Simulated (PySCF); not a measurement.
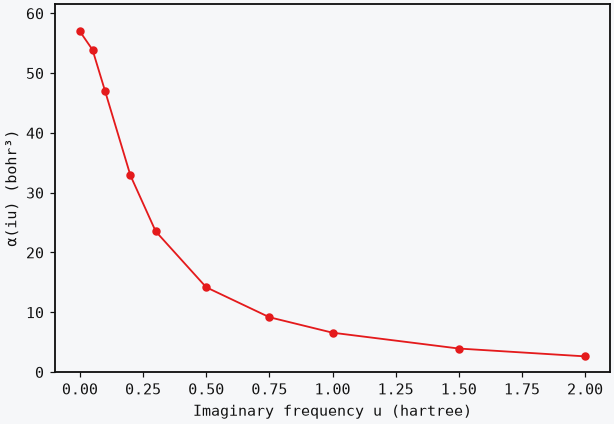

Dipole polarisability at imaginary frequency of neutral osmium ([Xe] 4f¹⁴ 5d⁶ 6s²). Coupled response at the PBE0 level; PySCF, aug-cc-pVDZ-PP with a 60-electron core potential, unrestricted single determinants, no spin-orbit coupling.

What follows from the curve?

Answer. The static dipole polarisability is 57.0 bohr³ (the recommended value is 57.0); α(iu) falls to half of it near u = 0.24 hartree. The Casimir–Polder integral gives C₆ = 631 hartree bohr⁶ for two such species.
